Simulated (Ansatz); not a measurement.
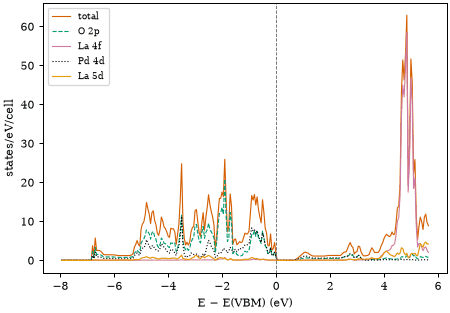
Total and projected density of states of KLaPdO3 in space group C2/m (No. 12; Pearson symbol mS24), DFT-r²SCAN in the program Ansatz with PAW potentials

Q: Which orbitals carry the states next to the gap?

A: Top 1 eV of the valence band: Pd 4d 48 %, O 2p 45 %. Bottom 1 eV of the conduction band: Pd 4d 53 %, O 2p 31 %, O 2s 7 %. Projections are on Löwdin-orthogonalised atomic valence shells; empty p or d shells of many metals are not among them.

Q: Where is the tallest occupied peak in this window, and what makes it?

A: Near -1.9 eV, about 26 states/eV per cell; the largest projected share is O 2p.

The workflow started from a Materials Project entry (that database holds measured and hypothetical structures alike); the Crystallography Open Database files this formula in space group No. 12, but the cells were not matched. Whether it is the stable phase at ambient conditions was not checked. The r²SCAN relaxation kept the symmetry of its start; whether a distortion lowers the energy is not shown. The run is not spin-polarised. Spin–orbit coupling is left out wherever it is not named.

Potentials: the later of the program's two PAW sets.
